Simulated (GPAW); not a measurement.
## Core-hole calculation of the Se K edge in CuSe (P4/nmm)

Aim: the near-edge shape at the Se K edge of CuSe (P4/nmm), and what the core hole does to it.

Calculated with GPAW 26.7.0; X-ray absorption from dipole matrix elements to empty bands, plane-wave PAW LDA.

## (1) The starting structure

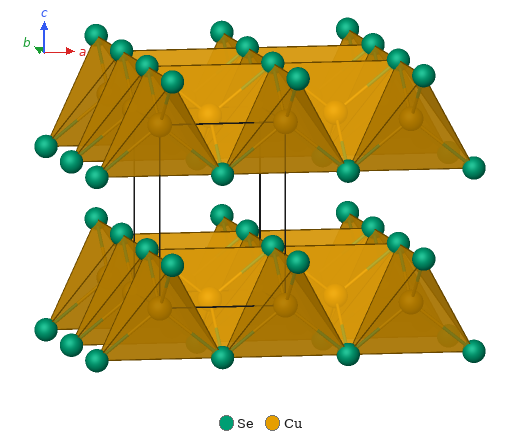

The cell as given, slightly off an axis (selenium teal, copper orange). 2×2×1 cells are drawn. Some periodic images of atoms are drawn too.

Structure file:

```xyz
4
Lattice="3.7746 0.0000 0.0000 0.0000 3.7746 0.0000 0.0000 0.0000 5.4383" Properties=species:S:1:pos:R:3 pbc="T T T"
Se    0.0000    1.8873    1.5064
Se    1.8873    0.0000    3.9319
Cu    1.8873    1.8873    0.0000
Cu    0.0000    0.0000    0.0000
```

## (2) Ground state of the crystal

A plain self-consistent run shows whether there is a gap, which decides the set-up of the core-hole run.

Contents of scf.py:

```python
import numpy as np
from ase import Atoms
from ase.parallel import parprint, paropen
from gpaw import GPAW, PW, FermiDirac, Mixer, MixerDif, setup_paths
from gpaw.test import gen
setup_paths.insert(0, '.')
gen('Se', name='nch1s', xcname='LDA', corehole=(1, 0, 0), write_xml=True)
from gpaw.mpi import world
world.barrier()

atoms = Atoms('Se2Cu2',
    cell=[[3.77457995, 0, 0],
     [0, 3.77457995, 0],
     [0, 0, 5.43834287]],
    scaled_positions=[[0, 0.5, 0.27700358],
     [0.5, 0, 0.72299642],
     [0.5, 0.5, 0],
     [0, 0, 0]],
    pbc=True)
atoms.calc = calc = GPAW(legacy_gpaw=True, mode=PW(430), xc='LDA', setups={0: 'nch1s'},
    kpts={'size': (7, 7, 5), 'gamma': True}, occupations=FermiDirac(0.05),
    charge=0, mixer=Mixer(0.1, 5, 50), maxiter=150,
    convergence={'density': 0.0001}, txt='scf.txt')
energy = atoms.get_potential_energy() + calc.get_reference_energy()
ef = calc.get_fermi_level()
out = dict(energy=energy, fermi=ef, forces=atoms.get_forces().tolist())
parprint(f'all-electron energy {energy:.4f} eV, Fermi level {ef:.4f} eV')
ev = np.array([[calc.get_eigenvalues(k, s) for k in range(len(calc.get_ibz_k_points()))] for s in range(calc.get_number_of_spins())])
out['homo'], out['lumo'], out['counts'] = ev[ev < ef].max(), ev[ev > ef].min(), sorted(set((ev < ef).sum((0, 2)).tolist()))
out['filled'] = (ev[:, 0] < ef).sum(1).tolist()
import json
with paropen('out.json', 'w') as f:
    json.dump(out, f)
```

The run is started by

```bash
$ OMP_NUM_THREADS=1 mpirun -n 4 gpaw python scf.py
```

Numbers of over 12 decimals in the logs are rounded to 6 here.

What it wrote:

```text
Input parameters:
  convergence: {density: 0.0001}
  kpts: {gamma: True,
         size: (7, 7, 5)}
  maxiter: 150
  mixer: {backend: pulay,
          beta: 0.1,
          method: separate,
          nmaxold: 5,
          weight: 50}
  mode: {ecut: 430.0,
         name: pw}
  occupations: {fixmagmom: False,
                name: fermi-dirac,
                width: 0.05}
  setups: {0: nch1s}

Initialize ...

[... PAW data sets ...]

Reference energy: -221936.541370  # eV

Spin-paired calculation

[... convergence settings ...]
Symmetries present (total): 4
  [... symmetry matrices ...]

245 k-points: 7 x 7 x 5 Monkhorst-Pack grid
48 k-points in the irreducible part of the Brillouin zone
       k-points in crystal coordinates                weights
   0:     0.00000000    0.00000000    0.00000000          1/245
   1:     0.00000000    0.00000000    0.20000000          2/245
   2:     0.00000000    0.00000000    0.40000000          2/245
   3:     0.00000000    0.14285714    0.00000000          2/245
   4:     0.00000000    0.14285714    0.20000000          4/245
   5:     0.00000000    0.14285714    0.40000000          4/245
   6:     0.00000000    0.28571429    0.00000000          2/245
   7:     0.00000000    0.28571429    0.20000000          4/245
   8:     0.00000000    0.28571429    0.40000000          4/245
   9:     0.00000000    0.42857143    0.00000000          2/245
          ...
  47:     0.42857143    0.42857143    0.40000000          8/245

Wave functions: Plane wave expansion
  Cutoff energy: 430.000 eV
  Number of coefficients (min, max): 1553, 1588
  Pulay-stress correction: 0.000000 eV/Ang^3 (de/decut=0.000000)
  Using FFTW library
  Wavefunction extrapolation:
    Improved wavefunction reuse through dual PAW basis

Occupation numbers: Fermi-Dirac:
  width: 0.0500  # eV

Eigensolver
   Davidson(niter=2)

Densities:
  Coarse grid: 20*20*27 grid
  Fine grid: 40*40*54 grid
  Total Charge: 0.000000

Density mixing:
  Method: separate
  Backend: pulay
  Linear mixing parameter: 0.1
  old densities: 5
  Width of damping distribution: 1.1
  Damping of long wavelength oscillations: 50

[... Hamiltonian set-up ...]
Number of atoms: 4
Number of atomic orbitals: 26
Number of bands in calculation: 25
Number of valence electrons: 34
Bands to converge: occupied

... initialized

Initializing position-dependent things.

Density initialized from atomic densities
Creating initial wave functions:
  25 bands from LCAO basis set

Positions:
   0 Se     0.000000    1.887290    1.506440    ( 0.0000,  0.0000,  0.0000)
   1 Se     1.887290    0.000000    3.931902    ( 0.0000,  0.0000,  0.0000)
   2 Cu     1.887290    1.887290    0.000000    ( 0.0000,  0.0000,  0.0000)
   3 Cu     0.000000    0.000000    0.000000    ( 0.0000,  0.0000,  0.0000)

Unit cell:
           periodic     x           y           z      points  spacing
  1. axis:    yes    3.774580    0.000000    0.000000    20     0.1887
  2. axis:    yes    0.000000    3.774580    0.000000    20     0.1887
  3. axis:    yes    0.000000    0.000000    5.438343    27     0.2014

  Lengths:   3.774580   3.774580   5.438343
  Angles:   90.000000  90.000000  90.000000

Effective grid spacing dv^(1/3) = 0.1929

iter:   1   -20.367823
iter:   2   -18.235330   -1.14  -1.22
iter:   3   -17.860891   -1.26  -1.44
iter:   4   -17.779192   -2.58  -1.56
iter:   5   -17.764591   -2.25  -1.76
iter:   6   -17.739483   -3.14  -2.02
iter:   7   -17.735332   -3.11  -2.69
iter:   8   -17.735216c  -4.82  -3.03
iter:   9   -17.734921c  -4.12  -3.06
iter:  10   -17.734816c  -5.21  -3.36
iter:  11   -17.734833c  -5.84  -3.50
iter:  12   -17.734817c  -6.64  -3.71
iter:  13   -17.734806c  -6.13  -4.04c
iter:  14   -17.734806c  -7.75c -4.49c

Converged after 14 iterations.

Dipole moment: (-0.000000, -0.000000, 0.000000) |e|*Ang

Energy contributions relative to reference atoms: (reference = -221936.541370)

Kinetic:        -11.658782
Potential:       +6.356674
External:        +0.000000
XC:             -12.554957
Entropy (-ST):   -0.020957
Local:           +0.132737
SIC:             +0.000000
--------------------------
Free energy:    -17.745284
Extrapolated:   -17.734806

Showing only first 2 kpts
 Kpt  Band  Eigenvalues  Occupancy
  0    15      5.31349    0.00636
  0    16      6.20916    0.00000
  0    17      6.20916    0.00000
  0    18      7.62216    0.00000

  1    15      4.84689    1.94600
  1    16      5.94406    0.00000
  1    17      5.94406    0.00000
  1    18      8.34019    0.00000

Fermi level: 5.02612

No gap
No difference between direct/indirect transitions

Forces in eV/Ang:
  0 Se    0.00000    0.00000   -0.22896
  1 Se    0.00000    0.00000    0.22896
  2 Cu    0.00000    0.00000   -0.00000
  3 Cu    0.00000    0.00000    0.00000
Scalar-relativistic atomic LDA calculation for Se (Selenium, Z=34)
Core hole in 1s state (1s occupation: 2.0)
600 radial gridpoints.
|------------------------------------------------|
|------------------------------------------------|
[... the atom generator's iteration count ...]

Energy contributions:
-------------------------
Kinetic:    +2473.673807
XC:           -84.568572
Potential:  -4815.191637
-------------------------
Total:      -2426.086403

state      eigenvalue         ekin         rmax
-----------------------------------------------
1s^2.0 :  -458.454063   585.610500        0.029
2s^2.0 :   -58.944272   113.958427        0.165
2p^6.0 :   -51.926385   111.024402        0.132
3s^2.0 :    -7.811225    26.858720        0.503
3p^6.0 :    -5.612216    24.321149        0.500
3d^10.0:    -1.962010    19.216000        0.451
4s^2.0 :    -0.642093     3.714776        1.502
4p^4.0 :    -0.244602     2.288913        1.798
-----------------------------------------------
(units: Bohr and Hartree)

Generating PAW setup
Kinetic energy of the core from tauc = 2487.595922
Cutoffs:
rc(s)=1.600
rc(p)=1.900
rc(d)=1.600
rc(vbar)=1.440
rc(comp)=1.600
rc(nct)=1.900

Kinetic energy of the core states: 2457.088603
Charge: 0.0
Core electrons: 28.0
Valence electrons: 6.0
Pseudo-core charge: 1.089569
Shape function alpha=3.906
Pseudo-electron charge 7.390631
state    eigenvalue         norm
--------------------------------
4s(2) :    -0.642093     1.095786
*s    :     0.357907
4p(4) :    -0.244602     1.027373
*p    :     0.755398
*d    :     0.000000
--------------------------------

Diagonalizing with gridspacing h=0.050

state   all-electron     PAW
-------------------------------
4s:      -0.642093    -0.642657
4p:      -0.244602    -0.244988
*d:                    0.040490
*f:                    0.073581
-------------------------------
all-electron energy -221954.2762 eV, Fermi level 5.0261 eV
```

Elapsed: 17 s, on 4 MPI ranks of Arm Neoverse N1, shared host; peak memory 0.19 GiB; 67 s of CPU time.

The mesh shows no gap, so the system is treated as a metal and the core electron is put at the Fermi level (neutral cell).

## (3) Spectrum without a core hole, Se atom 1

Without a hole the spectrum is the empty density of states of the right symmetry on the absorber, weighted by matrix elements. It needs only the small cell and serves as the baseline. The data set with a hole of occupation 0 only carries the core orbital.

The absorber has 4 Cu at 2.41 Å (4-fold, site symmetry 4mm).

Contents of xas.py:

```python
import numpy as np
from ase import Atoms
from ase.parallel import parprint, paropen
from gpaw import GPAW, PW, FermiDirac, Mixer, MixerDif, setup_paths
from gpaw.test import gen
setup_paths.insert(0, '.')
gen('Se', name='nch1s', xcname='LDA', corehole=(1, 0, 0), write_xml=True)
from gpaw.mpi import world
world.barrier()

atoms = Atoms('Se2Cu2',
    cell=[[3.77457995, 0, 0],
     [0, 3.77457995, 0],
     [0, 0, 5.43834287]],
    scaled_positions=[[0, 0.5, 0.27700358],
     [0.5, 0, 0.72299642],
     [0.5, 0.5, 0],
     [0, 0, 0]],
    pbc=True)
atoms.calc = calc = GPAW(legacy_gpaw=True, mode=PW(430), xc='LDA', setups={0: 'nch1s'},
    kpts={'size': (9, 9, 6), 'gamma': True}, occupations=FermiDirac(0.1),
    charge=0, mixer=Mixer(0.1, 5, 50), maxiter=150,
    convergence={'density': 0.0001}, txt='scf.txt')
energy = atoms.get_potential_energy() + calc.get_reference_energy()
ef = calc.get_fermi_level()
out = dict(energy=energy, fermi=ef, forces=atoms.get_forces().tolist())
parprint(f'all-electron energy {energy:.4f} eV, Fermi level {ef:.4f} eV')
ev = np.array([[calc.get_eigenvalues(k, s) for k in range(len(calc.get_ibz_k_points()))] for s in range(calc.get_number_of_spins())])
out['homo'], out['lumo'], out['counts'] = ev[ev < ef].max(), ev[ev > ef].min(), sorted(set((ev < ef).sum((0, 2)).tolist()))
out['filled'] = (ev[:, 0] < ef).sum(1).tolist()

from ase.units import Ha
from gpaw.xas import dipole_matrix_elements
nb = int(calc.get_number_of_electrons() / 2) + 49
top, nb = nb, nb + 8 + nb // 12
nscf = calc.fixed_density(kpts={'size': (6, 6, 4), 'gamma': True}, nbands=nb,
    convergence={'bands': top, 'eigenstates': 1e-5}, maxiter=60, txt='nscf.txt')
cell = atoms.cell.array
ops = [cell.T @ U.T @ np.linalg.inv(cell.T) for U in nscf.wfs.kd.symmetry.op_scc]
E = np.arange(-25, 34, 0.1)
fwhm = np.interp(E, [4, 25], [2.33, 3.5])
Y, X, zero, highest = 0, 0, 1e9, 1e9
for spin in range(nscf.get_number_of_spins()):
    wfs = nscf.wfs
    A = dipole_matrix_elements(wfs.setups[0])
    eps = np.zeros((wfs.kd.nibzkpts, nb))
    d = np.zeros((3, A.shape[1], wfs.kd.nibzkpts, nb), complex)
    for kpt in wfs.kpt_u:
        if kpt.s == spin and 0 in kpt.P_ani:
            eps[kpt.k] = kpt.eps_n * Ha
            d[:, :, kpt.k] = (kpt.weight * wfs.nspins / 2) ** 0.5 * np.inner(A, kpt.P_ani[0])
    world.sum(eps)
    world.sum(d)
    T = np.einsum('amkn,bmkn->abkn', d, d.conj()).real
    T = sum(np.einsum('ai,ijkn,bj->abkn', R, T, R) for R in ops) / len(ops)
    empty = eps > ef
    zero, highest = min(zero, eps[empty].min()), min(highest, eps[:, top - 1].min())
    lines = [(eps, T, empty)] if spin == 0 else lines + [(eps, T, empty)]
for eps, T, empty in lines:
    f = np.einsum('aakn->akn', T).reshape(3, -1)
    x = eps.ravel() - zero
    w = np.interp(x, E, fwhm) / 2.35482
    g = np.exp(-0.5 * ((E[:, None] - x) / w) ** 2) / (w * (2 * np.pi) ** 0.5)
    Y = Y + (f * empty.ravel()) @ g.T
    X = X + (f * ~empty.ravel()) @ g.T
out.update(E=E.round(2).tolist(), xas=Y.tolist(), xes=X.tolist(), zero=zero, valid=highest - zero, nk=len(eps), nb=nb)
for i in range(0, len(E), 10):
    parprint(f'{E[i]:7.2f}', *(f'{v:10.3e}' for v in Y[:, i]))
import json
with paropen('out.json', 'w') as f:
    json.dump(out, f)
```

The run is started by

```bash
$ OMP_NUM_THREADS=1 mpirun -n 4 gpaw python xas.py
```

What it wrote:

```text
Input parameters:
  convergence: {density: 0.0001}
  kpts: {gamma: True,
         size: (9, 9, 6)}
  maxiter: 150
  mixer: {backend: pulay,
          beta: 0.1,
          method: separate,
          nmaxold: 5,
          weight: 50}
  mode: {ecut: 430.0,
         name: pw}
  occupations: {fixmagmom: False,
                name: fermi-dirac,
                width: 0.1}
  setups: {0: nch1s}

Initialize ...

[...]
*p    :     0.755398
*d    :     0.000000
--------------------------------

Diagonalizing with gridspacing h=0.050

state   all-electron     PAW
-------------------------------
4s:      -0.642093    -0.642657
4p:      -0.244602    -0.244988
*d:                    0.040490
*f:                    0.073581
-------------------------------
all-electron energy -221954.2743 eV, Fermi level 5.0217 eV
[...]
32.00  1.078e-07  1.078e-07  1.057e-07
  33.00  1.125e-07  1.125e-07  9.811e-08
[key lines of the parts left out:]
Converged after 16 iterations.
Dipole moment: (-0.000000, -0.000000, 0.000000) |e|*Ang
Free energy:    -17.778445
Fermi level: 5.02171
```

The job ended after 64 s (4 MPI ranks; peak memory 0.27 GiB; 4.3 min of CPU time).

The Se K spectrum, Se atom 1, no core hole (energy from the lowest empty level; intensity scaled to a mean of 1 over the first 20 eV; polarised curves are means over the symmetry-equivalent atoms):

```
E (eV)  isotropic  ε ⊥ c  ε ∥ c
  -2.0       0.09   0.09   0.09
  -0.5       0.91   0.98   0.76
   1.0       1.12   1.30   0.77
   2.5       0.30   0.30   0.30
   4.0       0.90   0.71   1.27
   5.5       1.64   1.55   1.82
   7.0       1.25   1.33   1.08
   8.5       0.93   1.01   0.79
  10.0       1.18   1.23   1.08
  11.5       1.22   1.19   1.28
  13.0       1.08   1.03   1.18
  14.5       0.88   0.88   0.86
  16.0       0.78   0.77   0.80
  17.5       0.79   0.78   0.82
  19.0       0.92   0.93   0.90
  20.5       1.03   1.04   1.02
  22.0       0.90   0.89   0.92
  23.5       0.74   0.73   0.77
  25.0       0.79   0.79   0.80
  26.5       0.85   0.87   0.80
  28.0       0.79   0.80   0.78
  29.5       0.80   0.76   0.88
  31.0       0.95   0.92   1.02
```

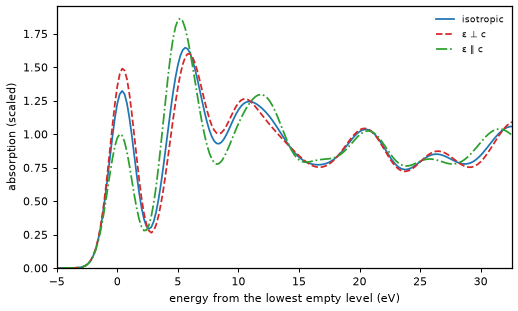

The Se K edge, Se atom 1, no core hole: main maxima at 0.4, 5.6 and 10.8 eV.

Main maxima below 30 eV (height): 0.4 eV (1.32), 5.6 eV (1.64), 10.8 eV (1.24), 20.6 eV (1.03) and 26.4 eV (0.85). A K edge sees empty p states on the absorber.

The same matrix elements for filled bands give the Se K emission of Se atom 1 (ground-state approximation; energy from the lowest empty level, largest value 1):

```
E (eV)  emission
 -24.0      0.00
 -22.5      0.00
 -21.0      0.00
 -19.5      0.00
 -18.0      0.00
 -16.5      0.00
 -15.0      0.00
 -13.5      0.01
 -12.0      0.01
 -10.5      0.00
  -9.0      0.00
  -7.5      0.03
  -6.0      0.37
  -4.5      0.93
  -3.0      0.85
  -1.5      0.72
   0.0      0.55
   1.5      0.08
   3.0      0.00
```

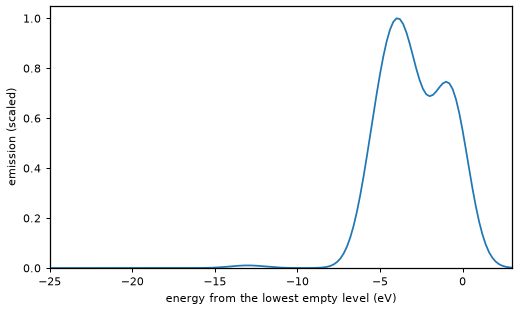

X-ray emission from the filled bands.

Emission maxima: -4.0 eV (1.00).

## (4) Reference energy of the supercell

The photon energy needs a difference of total energies, so the cell and mesh of the coming hole run are first run without a hole.

Edit scf.py of step 2 so:

```diff
@@ -10,13 +10,25 @@
 
-atoms = Atoms('Se2Cu2',
-    cell=[[3.77457995, 0, 0],
-     [0, 3.77457995, 0],
-     [0, 0, 5.43834287]],
-    scaled_positions=[[0, 0.5, 0.27700358],
-     [0.5, 0, 0.72299642],
-     [0.5, 0.5, 0],
-     [0, 0, 0]],
+atoms = Atoms('Se8Cu8',
+    cell=[[0, 7.5491599, 0],
+     [-7.5491599, 0, 0],
+     [3.77457995, 3.77457995, 5.43834287]],
+    scaled_positions=[[0.11149821, 0.13850179, 0.27700358],
+     [0.11149821, 0.63850179, 0.27700358],
+     [0.61149821, 0.13850179, 0.27700358],
+     [0.61149821, 0.63850179, 0.27700358],
+     [0.63850179, 0.11149821, 0.72299642],
+     [0.63850179, 0.61149821, 0.72299642],
+     [0.13850179, 0.11149821, 0.72299642],
+     [0.13850179, 0.61149821, 0.72299642],
+     [0.25, 0.75, 0],
+     [0.25, 0.25, 0],
+     [0.75, 0.75, 0],
+     [0.75, 0.25, 0],
+     [0, 0, 0],
+     [0, 0.5, 0],
+     [0.5, 0, 0],
+     [0.5, 0.5, 0]],
     pbc=True)
 atoms.calc = calc = GPAW(legacy_gpaw=True, mode=PW(430), xc='LDA', setups={0: 'nch1s'},
-    kpts={'size': (7, 7, 5), 'gamma': True}, occupations=FermiDirac(0.05),
+    kpts={'size': (4, 4, 4), 'gamma': True}, occupations=FermiDirac(0.1),
     charge=0, mixer=Mixer(0.1, 5, 50), maxiter=150,
```

The run is started by

```bash
$ OMP_NUM_THREADS=1 mpirun -n 4 gpaw python scf.py
```

What it wrote:

```text
Input parameters:
  convergence: {density: 0.0001}
  kpts: {gamma: True,
         size: (4, 4, 4)}
  maxiter: 150
  mixer: {backend: pulay,
          beta: 0.1,
          method: separate,
          nmaxold: 5,
          weight: 50}
  mode: {ecut: 430.0,
         name: pw}
  occupations: {fixmagmom: False,
                name: fermi-dirac,
                width: 0.1}
  setups: {0: nch1s}

Initialize ...

[...]
4s(2) :    -0.642093     1.095786
*s    :     0.357907
4p(4) :    -0.244602     1.027373
*p    :     0.755398
*d    :     0.000000
--------------------------------

Diagonalizing with gridspacing h=0.050

state   all-electron     PAW
-------------------------------
4s:      -0.642093    -0.642657
4p:      -0.244602    -0.244988
*d:                    0.040490
*f:                    0.073581
-------------------------------
all-electron energy -887817.0943 eV, Fermi level 5.0367 eV
[key lines of the parts left out:]
Converged after 17 iterations.
Dipole moment: (23.954126, -23.954126, -0.000000) |e|*Ang
Free energy:    -71.112478
Fermi level: 5.03670
```

Elapsed: 3.6 min, on 4 MPI ranks; peak memory 0.4 GiB.

Reference energy: -887817.094 eV with the cores included.

[end of part 1 of 3]

[Banner, clock and machine lines of the logs are left out without a mark of their own.]

[Logs are printed without paths, hosts, clocks, repeated set-up lines and the standing remarks that a program may print on its own settings, such as how far it seeks lower states.]

[Hosts, paths, dates, database ids (printed as entryN), source tags and the programs' standing remarks are cut or masked in the printed files.]

[Lists of maxima count a maximum above −3 eV only where it reaches 4 % of the highest in the window and stands out from its surroundings by 2 % of it (1.5 % where it reaches 55 %); shoulders and weaker maxima are passed over, and of the rest the first, up to two pre-edge ones and the few strongest are named.]
